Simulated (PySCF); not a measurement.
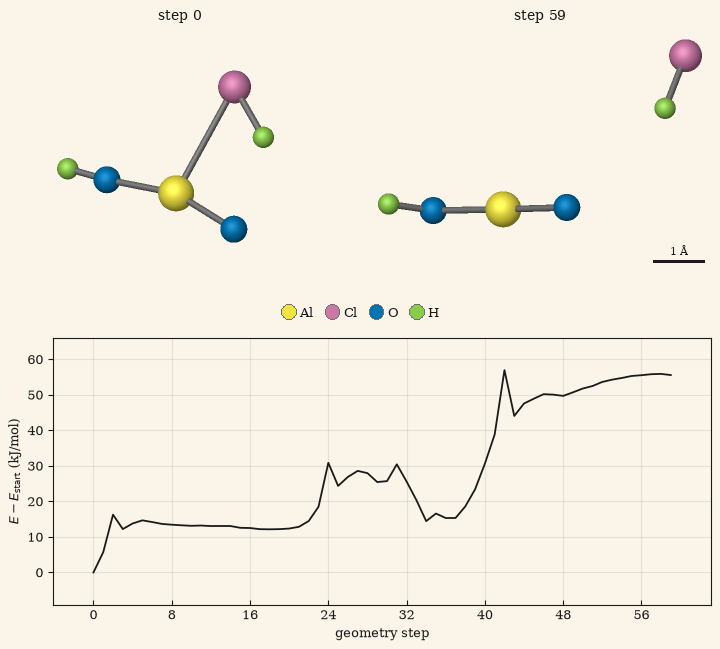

First and last geometry of a relaxation of AlH2O2Cl (coarse preliminary run), with the history of the run. A ball-and-stick model, seen from a free direction.

The reaction that was planned forms Cl2–H4 and breaks Al1–Cl2, O3–H4 (atoms numbered from 1 in input order).

Level of theory: RKS PBE0-D4/def2-SVP, partitioned rational-function steps on a Bofill-updated Hessian (PySCF 2.14.0). 

Read the history and describe the run.

Answer. The relaxation stopped without meeting its thresholds, so the last structure isn't shown to be converged. Over 59 geometry steps the energy rises by 55.6 kJ/mol. The Cl atom moves most after the best rigid fit: 1.99 Å. Largest moves by element: Cl 1.99 Å, H 1.21 Å, O 1.11 Å, Al 0.89 Å. Near-neighbour distances that change, for instance: Al–Cl 2.387 → 4.842 Å, Al–H 2.147 → 4.193 Å, Al–O 1.633 → 1.693 Å, Al–O 1.587 → 1.606 Å. Bonds break, among them: Al–Cl (2.39 → 4.84 Å). Bond angles that change, for instance: Al–O–H 176.0° → 120.5°, O–Al–O 162.4° → 176.7°.
